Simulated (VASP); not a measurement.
## Co5Si3: molecular dynamics (part 7 of 8)

Co5Si3 (disordered cell, 16 atoms in the cell); Kohn-Sham DFT of a periodic cell, PBE, VASP PAW PBE potentials, recommended, no spin polarisation (VASP 6.6.1); cutoff 520 eV, 1×1×1 k-mesh, fermi-dirac of 0.156 eV. It belongs to a series of runs on one base structure; here: Langevin dynamics at 1810 K from the last frame before.

Geometry of the input (Å; fractional positions):
```
6.0338  0.0132  0.0089
0.0132  5.8667  0.1295
0.0089  0.1295  6.1143
Co 0.4945  0.7366  0.8926
Co 0.7258  0.9846  0.1504
Co 0.3712  0.0736  0.9808
Co 0.1269  0.4148  0.7020
Co 0.3568  0.8149  0.2588
Co 0.5781  0.4364  0.1403
Co 0.9343  0.1914  0.4089
Co 0.0774  0.7581  0.5735
Co 0.9246  0.0066  0.7699
Co 0.5044  0.5280  0.4946
Si 0.7498  0.4848  0.7505
Si 0.0700  0.1849  0.0783
Si 0.1237  0.6839  0.9322
Si 0.8329  0.5359  0.3423
Si 0.3342  0.1981  0.4089
Si 0.5918  0.8714  0.5375
```

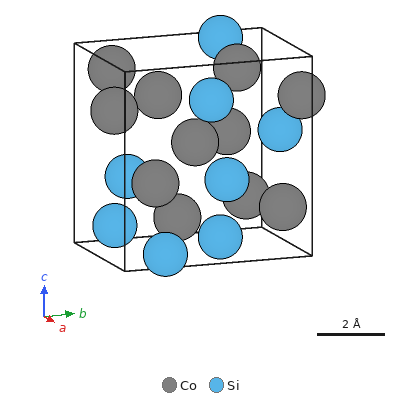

The geometry at step 28 of the log (spheres-only view of the cell of the calculation, seen slightly off an axis).

Trajectory as extended XYZ, continued
```
16
Lattice="6.0338 0.0132 0.0089 0.0132 5.8667 0.1295 0.0089 0.1295 6.1143" Properties=species:S:1:pos:R:3:forces:R:3 step=17 energy=-100.33499 temperature=1465.7
Co    3.3173    4.1915    5.6602   -1.6133   2.6128  -1.3153
Co    4.6364    5.4342    1.2221   -0.2856  -0.7197   0.0636
Co    2.1093    0.8485    5.9056    0.3473  -0.2382   0.0042
Co    0.9143    2.2845    4.5151   -0.6360   1.5269  -0.5068
Co    2.2780    4.9251    1.5259    1.0748  -0.1389   2.0373
Co    3.6906    2.4627    0.9911   -0.1472  -1.2769  -0.2508
Co    5.4600    1.1974    2.4975    0.1459   0.2097   1.0762
Co    0.7430    4.4299    3.2371    0.0529   0.9524   0.7530
Co    5.2885    5.9349    5.0126    0.5625  -0.9055  -0.2578
Co    2.9250    3.0443    3.1591    0.0091   0.5167   1.0572
Si    4.7616    2.9573    4.8365    0.2555  -0.2231  -1.9168
Si    5.8135    1.5251    0.2084    0.9204  -1.3608   2.7067
Si    0.9382    4.4933    6.0408   -0.8791   0.2774  -1.3740
Si    5.0628    3.4260    2.4124    0.3205   0.5799  -0.6127
Si    1.6453    1.2869    2.6004    0.2745  -1.1259  -1.1890
Si    3.6493    5.7426    3.4741   -0.3993  -0.6899  -0.2699
16
Lattice="6.0338 0.0132 0.0089 0.0132 5.8667 0.1295 0.0089 0.1295 6.1143" Properties=species:S:1:pos:R:3:forces:R:3 step=18 energy=-100.27059 temperature=1457.5
Co    3.3257    4.1994    5.6604   -1.9218   2.7182  -1.1740
Co    4.6628    5.4115    1.2411   -0.2092  -0.7233   0.0784
Co    2.1079    0.8502    5.8835    0.3856  -0.3812   0.1200
Co    0.9230    2.2874    4.5254   -0.7478   1.6040  -0.7247
Co    2.2894    4.9073    1.5205    1.1561  -0.0684   2.0038
Co    3.6796    2.4544    1.0074   -0.2657  -1.2649  -0.4601
Co    5.4694    1.1917    2.5112    0.0572  -0.0448   0.9727
Co    0.7658    4.4497    3.2283   -0.3114   0.7555   0.6076
Co    5.2651    5.9310    5.0184    0.5739  -0.8973  -0.2457
Co    2.9204    3.0497    3.1764   -0.0462   0.4676   1.0165
Si    4.7584    2.9803    4.8534    0.5040  -0.3293  -2.0698
Si    5.8099    1.5317    0.1985    0.8783  -1.5398   2.9012
Si    0.9118    4.4986    6.0714   -0.8546   0.3289  -1.3998
Si    5.0576    3.3795    2.4122    0.7375   1.0653  -0.2876
Si    1.6442    1.2826    2.5820    0.3079  -0.9649  -1.0976
Si    3.6150    5.7534    3.4823   -0.2454  -0.7223  -0.2408
16
Lattice="6.0338 0.0132 0.0089 0.0132 5.8667 0.1295 0.0089 0.1295 6.1143" Properties=species:S:1:pos:R:3:forces:R:3 step=20 energy=-100.38990 temperature=1768.3
Co    3.3310    4.2164    5.6487   -2.4326   2.8011  -0.6502
Co    4.6997    5.3763    1.2904   -0.1513  -0.6903  -0.0164
Co    2.1130    0.8417    5.8228    0.5602  -0.6934   0.2936
Co    0.9349    2.3084    4.5418   -0.9010   1.7189  -1.2064
Co    2.2971    4.8799    1.5203    1.2657  -0.0325   1.6660
Co    3.6594    2.4456    1.0502   -0.2903  -1.1719  -0.8192
Co    5.5127    1.1758    2.5362   -0.3423  -0.3350   0.8020
Co    0.8192    4.4941    3.2330   -0.7985   0.5052   0.5165
Co    5.2252    5.9080    5.0275    0.5797  -0.8125  -0.2261
Co    2.9165    3.0421    3.2257   -0.0649   0.4230   0.8058
Si    4.7432    3.0275    4.8551    1.3830  -1.1220  -1.5801
Si    5.8796    1.4957    0.1865    0.1609  -1.2480   2.7967
Si    0.8707    4.4882    6.0975   -0.6877   0.4409  -1.3159
Si    5.0571    3.3254    2.4286    1.2012   1.4944  -0.0448
Si    1.6586    1.2460    2.5366    0.3448  -0.5005  -0.9080
Si    3.5342    5.7490    3.5086    0.1732  -0.7734  -0.1136
16
Lattice="6.0338 0.0132 0.0089 0.0132 5.8667 0.1295 0.0089 0.1295 6.1143" Properties=species:S:1:pos:R:3:forces:R:3 step=21 energy=-100.51175 temperature=1737.6
Co    3.3281    4.2267    5.6466   -2.4778   2.7053  -0.4844
Co    4.7304    5.3587    1.3147   -0.1939  -0.6325  -0.0752
Co    2.1183    0.8325    5.7873    0.6396  -0.7941   0.3456
Co    0.9392    2.3248    4.5436   -0.9566   1.7107  -1.2953
Co    2.3042    4.8638    1.5250    1.3532   0.0222   1.4659
Co    3.6484    2.4382    1.0644   -0.2627  -1.1193  -0.9214
Co    5.5273    1.1774    2.5546   -0.3468  -0.4130   0.6995
Co    0.8438    4.5120    3.2317   -0.9635   0.4688   0.5395
Co    5.2129    5.9037    5.0297    0.5194  -0.7740  -0.2487
Co    2.9179    3.0436    3.2382   -0.0808   0.4111   0.7862
Si    4.7371    3.0473    4.8446    1.7107  -1.4470  -1.2143
Si    5.9267    1.4659    0.1904   -0.1540  -0.9817   2.5976
Si    0.8592    4.4952    6.1067   -0.6638   0.4454  -1.2866
Si    5.0575    3.3161    2.4346    1.2941   1.5182  -0.0813
Si    1.6780    1.2384    2.4939    0.1658  -0.2945  -0.8535
Si    3.4898    5.7455    3.5194    0.4194  -0.8242   0.0288
16
Lattice="6.0338 0.0132 0.0089 0.0132 5.8667 0.1295 0.0089 0.1295 6.1143" Properties=species:S:1:pos:R:3:forces:R:3 step=22 energy=-100.66060 temperature=1704.6
Co    3.3260    4.2418    5.6443   -2.4508   2.5378  -0.3564
Co    4.7645    5.3431    1.3445   -0.2670  -0.5800  -0.2468
Co    2.1292    0.8180    5.7612    0.6734  -0.8085   0.3448
Co    0.9512    2.3425    4.5401   -1.0601   1.6090  -1.2243
Co    2.3125    4.8456    1.5296    1.3979   0.0472   1.3097
Co    3.6491    2.4296    1.0755   -0.2276  -1.0159  -0.9488
Co    5.5494    1.1735    2.5602   -0.3884  -0.3263   0.6909
Co    0.8642    4.5309    3.2392   -1.0356   0.4664   0.5452
Co    5.1976    5.9007    5.0220    0.5679  -0.6374  -0.0933
Co    2.9249    3.0465    3.2499   -0.0732   0.3708   0.7237
Si    4.7316    3.0604    4.8381    1.9151  -1.6598  -0.9308
Si    5.9767    1.4420    0.2020   -0.3661  -0.8278   2.2458
Si    0.8460    4.5031    6.1146   -0.6099   0.4490  -1.2516
Si    5.0704    3.3178    2.4404    1.2794   1.3409  -0.0985
Si    1.6990    1.2248    2.4517    0.0962  -0.0813  -0.8146
Si    3.4533    5.7366    3.5355    0.5511  -0.8849   0.1036
16
Lattice="6.0338 0.0132 0.0089 0.0132 5.8667 0.1295 0.0089 0.1295 6.1143" Properties=species:S:1:pos:R:3:forces:R:3 step=24 energy=-101.01380 temperature=1921.0
Co    3.2989    4.2869    5.6265   -1.9165   1.6891  -0.2496
Co    4.8310    5.3126    1.4082   -0.5096  -0.4489  -0.6679
Co    2.1505    0.7733    5.7125    0.5975  -0.6628   0.2815
Co    0.9830    2.3771    4.5396   -1.3406   1.2853  -0.7379
Co    2.3258    4.8104    1.5316    1.5657   0.1577   1.2702
Co    3.6725    2.3883    1.1031   -0.1015  -0.5967  -0.9914
Co    5.5856    1.1699    2.5630   -0.4958  -0.0344   0.8659
Co    0.8952    4.5576    3.2546   -1.0318   0.5629   0.5806
Co    5.1888    5.8940    5.0066    0.6088  -0.4287   0.1582
Co    2.9303    3.0514    3.2637    0.1541   0.3726   0.6181
Si    4.7430    3.0899    4.8333    1.8068  -1.5987  -0.2019
Si    0.0100    1.3682    0.2460   -0.4639  -0.4434   1.2244
Si    0.8375    4.5299    6.1336   -0.6871   0.3550  -1.2959
Si    5.1143    3.3451    2.4687    0.9644   0.6456  -0.2479
Si    1.7191    1.2354    2.3897    0.2967  -0.0122  -0.6920
Si    3.3926    5.7136    3.5790    0.5554  -0.8496   0.0835
16
Lattice="6.0338 0.0132 0.0089 0.0132 5.8667 0.1295 0.0089 0.1295 6.1143" Properties=species:S:1:pos:R:3:forces:R:3 step=25 energy=-101.09002 temperature=2038.8
Co    3.2903    4.3047    5.6155   -1.7319   1.3463  -0.1648
Co    4.8607    5.3086    1.4355   -0.6946  -0.3977  -0.9270
Co    2.1723    0.7591    5.6924    0.4916  -0.5419   0.2964
Co    1.0030    2.3981    4.5446   -1.5184   1.0333  -0.3800
Co    2.3324    4.7942    1.5336    1.6863   0.2100   1.2891
Co    3.6762    2.3603    1.1147   -0.0031  -0.3987  -0.8855
Co    5.5974    1.1653    2.5652   -0.5222   0.2940   1.0543
Co    0.9067    4.5623    3.2624   -1.0216   0.6440   0.6111
Co    5.1963    5.8873    4.9871    0.6055  -0.3581   0.3273
Co    2.9154    3.0570    3.2732    0.4517   0.3725   0.5041
Si    4.7573    3.1071    4.8409    1.7796  -1.5814  -0.0080
Si    0.0390    1.3207    0.2916   -0.4065  -0.2140   0.4790
Si    0.8522    4.5267    6.1433   -0.8286   0.3311  -1.3960
Si    5.1325    3.3758    2.4821    0.6844   0.0518  -0.2899
Si    1.7243    1.2441    2.3556    0.4475  -0.0081  -0.5778
Si    3.3604    5.7023    3.5964    0.5809  -0.7862   0.0710
16
Lattice="6.0338 0.0132 0.0089 0.0132 5.8667 0.1295 0.0089 0.1295 6.1143" Properties=species:S:1:pos:R:3:forces:R:3 step=26 energy=-101.15885 temperature=2244.4
Co    3.2736    4.3252    5.6122   -1.2437   0.7690  -0.2906
Co    4.8835    5.3023    1.4645   -0.8568  -0.1569  -1.2906
Co    2.1932    0.7402    5.6705    0.2805  -0.3744   0.3456
Co    1.0162    2.4125    4.5451   -1.5839   0.7855  -0.0789
Co    2.3556    4.7835    1.5332    1.5566   0.2360   1.3226
Co    3.6843    2.3265    1.1328    0.0756  -0.2197  -0.7799
Co    5.6096    1.1566    2.5702   -0.6545   0.6972   1.3643
Co    0.9133    4.5694    3.2652   -0.9006   0.7220   0.6380
Co    5.2064    5.8745    4.9742    0.6094  -0.2406   0.5260
Co    2.9142    3.0641    3.2988    0.6422   0.3246   0.3160
Si    4.7871    3.1168    4.8557    1.4103  -1.3138   0.2269
Si    0.0617    1.2908    0.3540   -0.3574  -0.1092  -0.4590
Si    0.8531    4.5186    6.1519   -0.7850   0.3700  -1.3400
Si    5.1473    3.4241    2.4948    0.4273  -0.8000  -0.2001
Si    1.7186    1.2520    2.3140    0.8731  -0.0194  -0.3112
Si    3.3473    5.6838    3.6052    0.5082  -0.6680   0.0110
16
Lattice="6.0338 0.0132 0.0089 0.0132 5.8667 0.1295 0.0089 0.1295 6.1143" Properties=species:S:1:pos:R:3:forces:R:3 step=28 energy=-100.87723 temperature=1964.3
Co    3.2412    4.3691    5.5908   -0.5576  -0.2377  -0.3509
Co    4.9310    5.2793    1.5089   -1.1721   0.4973  -2.0540
Co    2.2357    0.7069    5.6147   -0.2075  -0.0272   0.5391
Co    1.0536    2.4463    4.5387   -1.7029   0.4460   0.2792
Co    2.4057    4.7791    1.5222    1.0345   0.2467   1.3173
Co    3.6923    2.2905    1.1881    0.1667  -0.0308  -0.8600
Co    5.6320    1.1275    2.5829   -0.6993   1.2918   2.0560
Co    0.9266    4.6084    3.2830   -0.6064   0.7429   0.5588
Co    5.2301    5.8628    4.9481    0.5992  -0.0655   0.8885
Co    2.9205    3.0931    3.3277    0.8529   0.2828   0.1267
Si    4.8374    3.1361    4.9045    0.8597  -0.9435   0.2287
Si    0.1007    1.2536    0.4654   -0.5203  -0.0084  -2.3600
Si    0.8223    4.4913    6.1518   -0.3143   0.5202  -1.0356
Si    5.1888    3.4830    2.4919    0.2378  -2.2601   0.5136
Si    1.7215    1.2540    2.2137    1.7124  -0.0364   0.4893
Si    3.3450    5.6505    3.6289    0.3188  -0.4169  -0.3373
16
Lattice="6.0338 0.0132 0.0089 0.0132 5.8667 0.1295 0.0089 0.1295 6.1143" Properties=species:S:1:pos:R:3:forces:R:3 step=29 energy=-100.63295 temperature=1896.7
Co    3.2312    4.3889    5.5831   -0.4325  -0.5324  -0.3324
Co    4.9456    5.2768    1.5124   -1.2700   0.6772  -2.1926
Co    2.2580    0.6936    5.5907   -0.4116   0.1645   0.6586
Co    1.0748    2.4482    4.5318   -1.8096   0.3910   0.3409
Co    2.4303    4.7805    1.5255    0.7142   0.2241   1.1933
Co    3.6828    2.2737    1.2116    0.2378   0.0277  -0.9347
Co    5.6250    1.1296    2.5906   -0.5402   1.3893   2.4365
Co    0.9304    4.6292    3.2948   -0.5079   0.7054   0.5296
Co    5.2597    5.8769    4.9537    0.4322  -0.0210   0.9070
Co    2.9257    3.1080    3.3319    0.8919   0.2933   0.1146
Si    4.8486    3.1491    4.9412    0.8075  -0.9429   0.0409
Si    0.1232    1.2470    0.5243   -0.8278   0.0221  -3.4367
Si    0.7923    4.4792    6.1439    0.0992   0.5875  -0.8144
Si    5.2077    3.4973    2.4826    0.2130  -2.6063   0.8155
Si    1.7274    1.2480    2.1626    2.0721  -0.0947   1.0934
Si    3.3600    5.6311    3.6272    0.3324  -0.2836  -0.4170
16
Lattice="6.0338 0.0132 0.0089 0.0132 5.8667 0.1295 0.0089 0.1295 6.1143" Properties=species:S:1:pos:R:3:forces:R:3 step=31 energy=-99.95627 temperature=1631.2
Co    3.1971    4.4403    5.5695    0.0354  -1.3794  -0.5172
Co    4.9414    5.2421    1.5201   -1.2536   1.2160  -2.4082
Co    2.3050    0.6768    5.5474   -0.7889   0.6981   0.8125
Co    1.0961    2.4461    4.5276   -1.8679   0.3529   0.3357
Co    2.4871    4.8006    1.5171    0.0612   0.2174   1.3268
Co    3.6698    2.2532    1.2662    0.3507   0.0983  -1.3101
Co    5.5828    1.1240    2.6092   -0.1685   1.3597   3.2782
Co    0.9361    4.6574    3.3161   -0.3187   0.5671   0.3812
Co    5.3398    5.8922    4.9653    0.0021   0.0784   0.9391
Co    2.9480    3.1305    3.3349    0.7585   0.3561   0.2439
Si    4.8555    3.1587    5.0035    0.4762  -0.8672  -0.1835
Si    0.1203    1.2439    0.6387   -1.3931   0.0065  -5.4140
Si    0.7364    4.4498    6.1239    0.8296   0.6334  -0.4510
Si    5.2341    3.4899    2.4569    0.4598  -3.0054   1.4469
Si    1.7561    1.2302    2.0896    2.3530  -0.2413   2.0622
Si    3.3880    5.6128    3.6235    0.4639  -0.0945  -0.5452
16
Lattice="6.0338 0.0132 0.0089 0.0132 5.8667 0.1295 0.0089 0.1295 6.1143" Properties=species:S:1:pos:R:3:forces:R:3 step=32 energy=-99.80859 temperature=1547.8
Co    3.1857    4.4631    5.5645    0.2497  -1.7131  -0.7356
Co    4.9343    5.2156    1.5132   -1.0781   1.4586  -2.3100
Co    2.3211    0.6687    5.5408   -0.8972   0.9528   0.7985
Co    1.0973    2.4409    4.5303   -1.8353   0.3760   0.2950
Co    2.5137    4.8041    1.5069   -0.1884   0.2254   1.4833
Co    3.6569    2.2397    1.2943    0.4965   0.1690  -1.5351
Co    5.5597    1.1257    2.6307    0.0549   1.1793   3.1133
Co    0.9415    4.6714    3.3134   -0.3027   0.5058   0.3303
Co    5.3707    5.9056    4.9587   -0.1164   0.0436   1.0494
Co    2.9485    3.1503    3.3348    0.7310   0.3749   0.3303
Si    4.8546    3.1629    5.0103    0.3375  -0.8386  -0.2338
Si    0.1130    1.2501    0.6707   -1.4620  -0.0991  -5.4941
Si    0.7186    4.4328    6.1250    0.9937   0.6577  -0.4013
Si    5.2505    3.4644    2.4413    0.5838  -2.8475   1.5954
Si    1.7877    1.2282    2.0708    1.9225  -0.3775   2.1639
Si    3.4113    5.6151    3.6042    0.5144  -0.0667  -0.4488
16
Lattice="6.0338 0.0132 0.0089 0.0132 5.8667 0.1295 0.0089 0.1295 6.1143" Properties=species:S:1:pos:R:3:forces:R:3 step=33 energy=-99.83096 temperature=1791.9
Co    3.1713    4.4821    5.5584    0.3335  -1.9407  -0.8819
Co    4.9316    5.2037    1.5000   -0.9479   1.5510  -2.1294
Co    2.3299    0.6604    5.5337   -0.9832   1.2005   0.7664
Co    1.0926    2.4490    4.5378   -1.8217   0.3572   0.2925
Co    2.5382    4.8041    1.5036   -0.3884   0.2433   1.5763
Co    3.6380    2.2222    1.3188    0.7619   0.3120  -1.7319
Co    5.5319    1.1299    2.6585    0.3694   1.0843   2.5053
Co    0.9460    4.6817    3.3206   -0.2873   0.4800   0.2446
Co    5.3988    5.9233    4.9498   -0.2255   0.0054   1.1859
Co    2.9435    3.1756    3.3382    0.7456   0.3398   0.3661
Si    4.8390    3.1655    5.0225    0.2977  -0.8736  -0.3571
Si    0.1007    1.2529    0.6756   -1.1971  -0.1667  -4.7908
Si    0.6925    4.4189    6.1231    1.2015   0.6597  -0.3481
Si    5.2692    3.4440    2.4143    0.6432  -2.6229   1.6966
Si    1.8269    1.2255    2.0706    0.9683  -0.5447   1.9681
Si    3.4415    5.6246    3.5892    0.5291  -0.0849  -0.3639
16
Lattice="6.0338 0.0132 0.0089 0.0132 5.8667 0.1295 0.0089 0.1295 6.1143" Properties=species:S:1:pos:R:3:forces:R:3 step=35 energy=-99.87808 temperature=1720.5
Co    3.1444    4.4926    5.5259    0.1143  -1.7755  -0.8787
Co    4.9419    5.1961    1.4744   -0.8007   1.1338  -1.5340
Co    2.3455    0.6831    5.5218   -0.8783   1.2175   0.7239
Co    1.0737    2.4802    4.5488   -1.7399   0.3044   0.2701
Co    2.5913    4.7970    1.4968   -0.6629   0.2602   1.4439
Co    3.6040    2.1934    1.3647    1.5048   0.7460  -2.1258
Co    5.4836    1.1403    2.7165    0.8395   0.9353   1.3569
Co    0.9672    4.6911    3.3313   -0.2585   0.5430   0.0957
Co    5.4430    5.9430    4.9243   -0.4895  -0.0090   1.4855
Co    2.9443    3.2390    3.3429    0.7370  -0.0054   0.3479
Si    4.8036    3.1431    5.0550    0.2312  -0.9876  -0.5412
Si    0.0494    1.2405    0.6709   -0.5012  -0.1333  -3.4499
Si    0.6251    4.4116    6.1141    1.7068   0.5233  -0.2647
Si    5.3310    3.3933    2.3688    0.6172  -1.7244   1.6019
Si    1.9003    1.1990    2.0695   -0.9568  -0.8938   1.5430
Si    3.4959    5.6317    3.5488    0.5385  -0.1305  -0.0707
16
Lattice="6.0338 0.0132 0.0089 0.0132 5.8667 0.1295 0.0089 0.1295 6.1143" Properties=species:S:1:pos:R:3:forces:R:3 step=36 energy=-100.02954 temperature=2060.4
Co    3.1331    4.4836    5.4992   -0.0365  -1.4991  -0.6279
Co    4.9447    5.2002    1.4560   -0.6772   0.6760  -1.1420
Co    2.3500    0.7013    5.5124   -0.7483   1.0522   0.7001
Co    1.0547    2.4843    4.5429   -1.6675   0.2977   0.2147
Co    2.6103    4.7999    1.4975   -0.7148   0.2771   1.2324
Co    3.5915    2.1863    1.3878    1.9266   0.9692  -2.4105
Co    5.4656    1.1535    2.7479    1.0444   0.7244   0.7187
Co    0.9782    4.7038    3.3493   -0.2415   0.5353   0.0164
Co    5.4612    5.9444    4.9184   -0.5682  -0.0129   1.5819
Co    2.9499    3.2692    3.3448    0.6627  -0.2577   0.3070
Si    4.7834    3.1075    5.0701    0.2103  -0.9851  -0.5297
Si    6.0361    1.2522    0.6561   -0.1096  -0.0726  -2.6474
Si    0.6205    4.4084    6.0981    1.7484   0.4394  -0.2467
Si    5.3567    3.3598    2.3512    0.6323  -0.9046   1.4477
Si    1.9294    1.1967    2.0728   -1.8966  -1.1766   1.3956
Si    3.5394    5.6157    3.5333    0.4412  -0.0664  -0.0099
16
Lattice="6.0338 0.0132 0.0089 0.0132 5.8667 0.1295 0.0089 0.1295 6.1143" Properties=species:S:1:pos:R:3:forces:R:3 step=38 energy=-100.03979 temperature=1384.8
Co    3.0912    4.4493    5.4532   -0.2767  -0.8874  -0.1388
Co    4.9411    5.2044    1.4161   -0.6084  -0.1824  -0.6172
Co    2.3331    0.7334    5.4809   -0.4749   0.6081   0.7257
Co    1.0093    2.4722    4.5197   -1.5580   0.4074   0.0871
Co    2.6195    4.7846    1.5015   -0.7171   0.3802   0.8819
Co    3.5909    2.1943    1.4228    2.2278   1.2179  -2.9341
Co    5.4396    1.1637    2.7775    1.3182   0.3949   0.0834
Co    0.9972    4.7294    3.3869   -0.1215   0.4177  -0.1370
Co    5.5173    5.9420    4.8882   -0.7894   0.1580   1.8258
Co    2.9708    3.3077    3.3545    0.4306  -0.7431   0.1360
Si    4.7386    3.0495    5.0726    0.3144  -0.9149  -0.3816
Si    5.9303    1.2403    0.6244    0.5148   0.2034  -1.9179
Si    0.6128    4.4327    6.0769    1.8460   0.0310  -0.1779
Si    5.3845    3.3013    2.3295    0.7535   0.4753   1.2726
Si    1.9793    1.1886    2.0867   -2.9275  -1.5986   1.2635
Si    3.6472    5.5650    3.5126    0.0641   0.0319   0.0269
16
Lattice="6.0338 0.0132 0.0089 0.0132 5.8667 0.1295 0.0089 0.1295 6.1143" Properties=species:S:1:pos:R:3:forces:R:3 step=39 energy=-99.96942 temperature=1434.6
Co    3.0673    4.4199    5.4423   -0.4289  -0.5204  -0.0173
Co    4.9482    5.2009    1.3955   -0.6539  -0.4894  -0.4284
Co    2.3238    0.7416    5.4612   -0.3411   0.3986   0.7502
Co    0.9993    2.4587    4.5054   -1.5548   0.4700   0.0386
Co    2.6181    4.7804    1.5063   -0.7085   0.4488   0.7438
Co    3.5986    2.1985    1.4303    2.1524   1.1957  -3.0915
Co    5.4226    1.1625    2.7907    1.4380   0.2837  -0.1420
Co    0.9950    4.7246    3.4046   -0.0273   0.3716  -0.2260
Co    5.5344    5.9272    4.8740   -0.9411   0.3095   1.8994
Co    2.9876    3.3221    3.3518    0.3118  -0.9445   0.0685
Si    4.7221    3.0437    5.0652    0.5035  -0.9339  -0.2904
Si    5.8947    1.2316    0.6190    0.6431   0.3610  -1.8044
Si    0.6154    4.4542    6.0682    1.9561  -0.2274  -0.0792
Si    5.3910    3.2806    2.3384    0.7707   0.9175   1.2002
Si    1.9855    1.1946    2.0910   -2.9814  -1.6446   1.2447
Si    3.6846    5.5478    3.4960   -0.1417   0.0070   0.1340
```

Results in brief

| quantity | value |
| --- | --- |
| outcome | finished |
| mean temperature over the second half | 1814 K |
| trajectory | 40 frames kept |
| electrons treated | 114 |
| potential energy (free energy of the electrons) (last step) | −99.9694 eV |
| Fermi energy of the self-consistent step (last step) | 8.539 eV |
| pressure (without the kinetic term) (last step) | −9.67 GPa |
| final volume (last step) | 216.33 Å³ |
| largest force (length of the vector) (last step) | 3.952 eV/Å |
| hardware | 1 thread of Intel Xeon (Sapphire Rapids), 64 GiB of memory available, shared host |
| wall time | 23 min |
| peak memory | 0.36 GiB |
